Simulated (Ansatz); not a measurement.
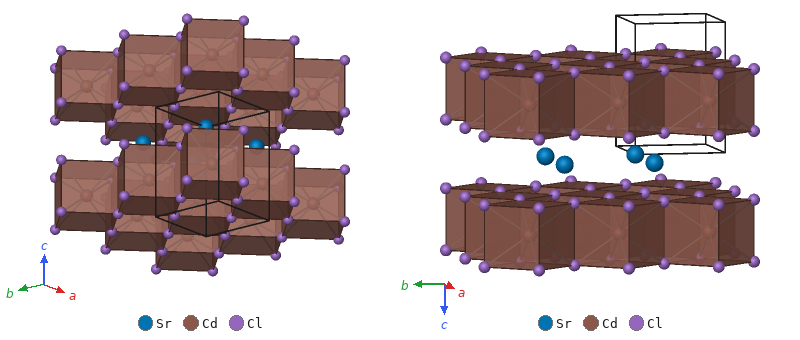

Polyhedra are drawn about Cd (bonds: Cd–Cl below 3.3 Å); other atoms are plain spheres. Two views of the same piece.

System SrCdCl4 (space group P4/mmm, No. 123); source of the atomic positions: coordinates from a relaxation with DFT PBE, scalar-relativistic, plane waves, PAW in Ansatz; the starting structure was generated, so it need not be a known form of this composition.

What figure surrounds each Cd atom, and what does it share with the other drawn polyhedra?

Answer. Cd: CdCl8 cube, sharing edges with four neighbours.

What is the connectivity of the polyhedra: isolated, groups, chains, layers or framework?

Answer. They form layers of edge-sharing cubes parallel to (001). Their corner atoms also have Sr as close neighbours (those links are not drawn).

How far apart are the centres of linked polyhedra?

Answer. Centre to centre across a shared edge: 4.80 Å.
